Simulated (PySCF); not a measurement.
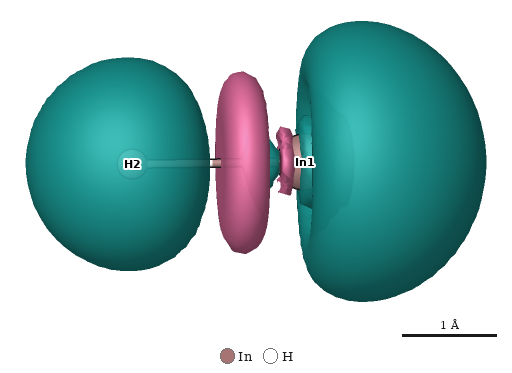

The picture shows: InH (charge +1, doublet). Isosurfaces of the spin density (α minus β) at +0.015 (teal) and −0.015 e/Å³ (pink), seen from one side.

Core potentials replace the inner electrons of In.

The calculation used PBE0/def2-TZVP, non-relativistic Hamiltonian with scalar-relativistic core potentials where named, at a bond length of 1.857 Å (PySCF).

Where is the unpaired spin?

The unpaired spin (1 electron) lies mostly on In1 (about 0.6) and H2 (about 0.4), in electrons by Hirshfeld's partition.
